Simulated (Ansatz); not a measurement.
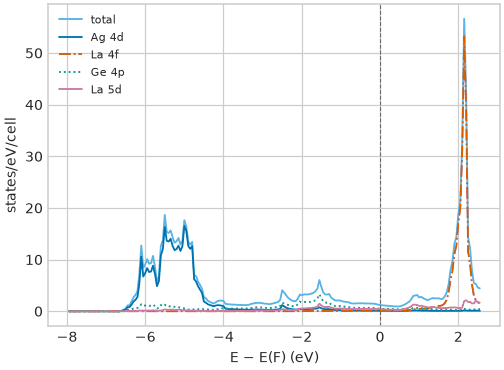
*Total and projected density of states of LaAg₂Ge₂ in space group I4/mmm (No. 139; La on 2a, Ag on 4d, Ge on 4e), DFT-r²SCAN in the program Ansatz with PAW potentials*

Problem. Which orbitals carry the states next to the Fermi level?

Solution. Within 0.5 eV of the Fermi level: Ge 4p 42 %, La 5d 31 %, Ag 4d 9 %, La 4f 7 %. Projections are on Löwdin-orthogonalised atomic valence shells; empty p or d shells of many metals are not among them.

Problem. Where is the tallest occupied peak in this window, and what makes it?

Solution. Near -5.5 eV, about 19 states/eV per cell; the largest projected share is Ag 4d.

The workflow started from a Materials Project entry (that database holds measured and hypothetical structures alike); the Crystallography Open Database copy checked does not list it. Its standing as an ambient phase is unchecked. Symmetry was held in the r²SCAN relaxation; its stability against distortions is not shown here. No spin polarisation was allowed. Spin–orbit coupling is left out wherever it is not named.

Potentials: the later of the program's two PAW sets.
